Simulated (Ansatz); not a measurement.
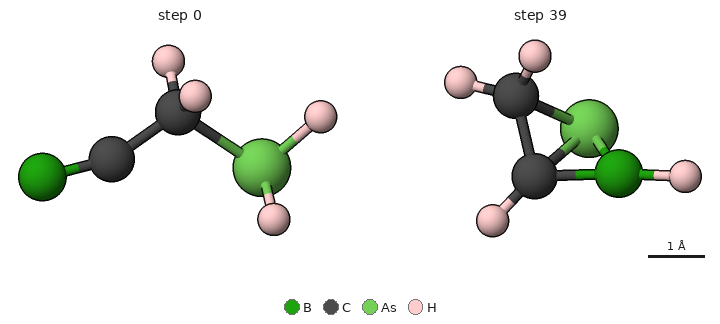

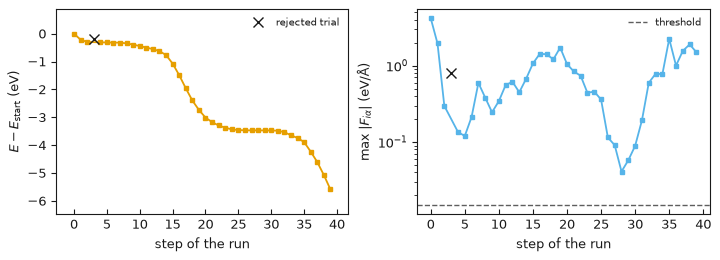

First and last geometry of a relaxation of C₂H₄AsB, with the history of the run. The picture is a ball-and-stick view, seen face on.

The run prepares an end point of a later path (inversion) calculation, from a guessed geometry.

All numbers below come from Ansatz, RKS PBE0-D4/def2-SVP. (no spin polarisation; force threshold 0.015 eV/Å; at most 40 steps)

Read the history and describe the run.

The relaxation stopped without meeting its thresholds, so the last structure isn't shown to be converged. It used up its limit of 40 steps. The largest move after the best rigid fit is that of the B atom, 3.88 Å. By element the largest moves are B 3.88 Å, H 2.54 Å, C 1.17 Å, As 1.08 Å. Some distances before and after: B–H 5.145 → 1.271 Å, As–B 4.108 → 2.006 Å, C–H 3.115 → 1.099 Å, As–H 1.507 → 2.920 Å. New bonds form: As–B (4.11 → 2.01 Å), B–H (5.15 → 1.27 Å), C–H (3.11 → 1.10 Å). Bonds break: As–H (1.50 → 2.86 Å), As–H (1.51 → 2.92 Å). Bond angles that change, for instance: B–C–C 156.9° → 102.1°, C–C–As 109.3° → 71.0°, As–C–H 109.0° → 117.3°. Groups turn about C–C by about 125°. Over 38 accepted moves (39 points after the start) the energy falls by 5.588 eV. The largest force component goes from 4.2 to 1.5 eV/Å. The line search rejected the trial step at point 3 of the run. Cost: 4.9 min on 1 thread of Arm Neoverse N1, on a shared host, peak memory 0.2 GiB.

```
step  E − E(0), eV  largest force component, eV/Å      note
   0        0.0000                         4.1879          
   1       -0.2151                         1.9499          
   2       -0.2974                         0.2968          
   3       -0.1935                         0.8096  rejected
   4       -0.3115                         0.1356          
   5       -0.3156                         0.1198          
   6       -0.3210                         0.2127          
   7       -0.3224                         0.5939          
   8       -0.3486                         0.3811          
   9       -0.3931                         0.2452          
  10       -0.4439                         0.3430          
  12       -0.5529                         0.6144          
  13       -0.6271                         0.4478          
  15       -1.0719                         1.0666          
  16       -1.4878                         1.4248          
  18       -2.3975                         1.2067          
  19       -2.7361                         1.7223          
  21       -3.1742                         0.8378          
  22       -3.2948                         0.7381          
  24       -3.4350                         0.4570          
  25       -3.4583                         0.3603          
  27       -3.4701                         0.0910          
  28       -3.4708                         0.0411          
  30       -3.4736                         0.0891          
  31       -3.4821                         0.1926          
  33       -3.6460                         0.7822          
  34       -3.7440                         0.7733          
  36       -4.2326                         1.0004          
  37       -4.6067                         1.5596          
  39       -5.5883                         1.4951
```
